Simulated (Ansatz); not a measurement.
# Cl3H2SSi: the cost of one run

Computed with Ansatz 0.2.0. Level: UKS PBE-D4/def2-SVP.

## 1. The starting structure

6 atoms, charge 0, spin multiplicity 1.

Atoms are counted from 1 here; the program's logs count them from 0.

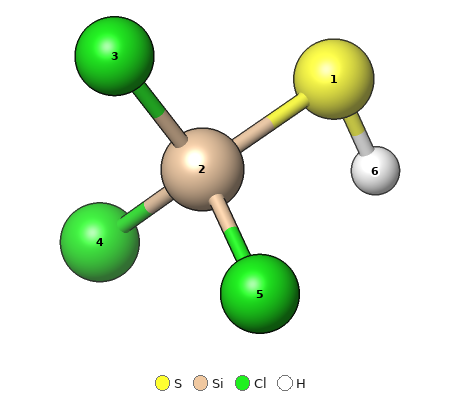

As it starts; sulfur yellow, silicon light orange, chlorine green, hydrogen white; atoms are numbered from 1 in the order of the file.

As a file:

```csv
atom,x (Å),y (Å),z (Å)
S1,-0.9521,0.5962,1.3565
Si2,0.3346,-0.2624,-0.1078
Cl3,1.6636,-1.4385,0.9310
Cl4,-0.6967,-1.4175,-1.4716
Cl5,1.3623,1.1708,-1.1789
H6,-1.6696,1.2875,0.4246
```

This geometry comes from a loose relaxation at PBE in a small basis, which is not shown.

## 4. The grid

The probe is moved over the molecule's main plane (x and y are the axes of that plane, centred on the molecule).

The axes are (1) x of the probe's H atom: 11 values from −4.85 Å; (2) y of the probe's H atom: 9 values from −3.88 Å.

Nothing else is relaxed (molecule and probe rigid). Energies count from molecule and probe far apart, each relaxed in its own basis (no counterpoise correction). Points are written as (first, second).

The probe H moves over a plane: the molecule's main plane. The molecule is turned into the frame of its main axes, as the inputs below show.

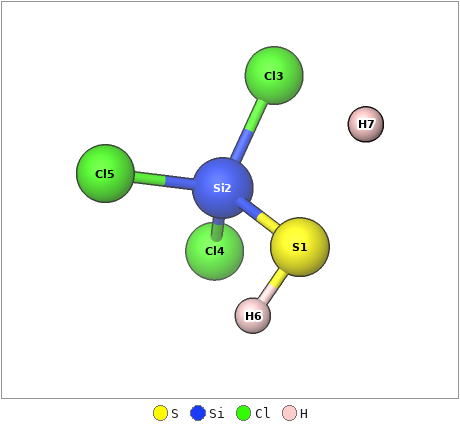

The geometry at (4.85 Å, 2.91 Å).

(The set-up runs are not shown.)

## 5. Grid point (1.94 Å, −2.91 Å)

input.yaml reads:

```yaml
crystal:
  periodic: [false, false, false]
  atoms:
    - { symbol: S, position_ang: [1.8169, 0.078993, 1.108975] }
    - { symbol: Si, position_ang: [-0.010128, 0.001154, 0.015994] }
    - { symbol: Cl, position_ang: [0.52712, -0.147389, -1.963667] }
    - { symbol: Cl, position_ang: [-1.170765, -1.622339, 0.541707] }
    - { symbol: Cl, position_ang: [-1.163127, 1.689581, 0.296991] }
    - { symbol: H, position_ang: [1.179085, 0.178535, 2.311208] }
    - { symbol: H, position_ang: [1.94, -2.91, 0.0] }
magnetization:
  spin_polarized: true
  initial_magnetization: 1
basis:
  gaussian: { orbitals: def2-SVP }
hamiltonian:
  xc: pbe
  dispersion: d4
output:
  forces: true
```

The run is started by

```sh
> ansatz run input.yaml --threads 1 --pin off --max-ram 2560MiB --backend cpu --events-out ev --progress --plain --runs-dir out
```

Q: Estimate wall time and peak memory on 1 thread of Arm Neoverse V1, shared host.

About 6.8 s, with a peak of 0.16 GiB.
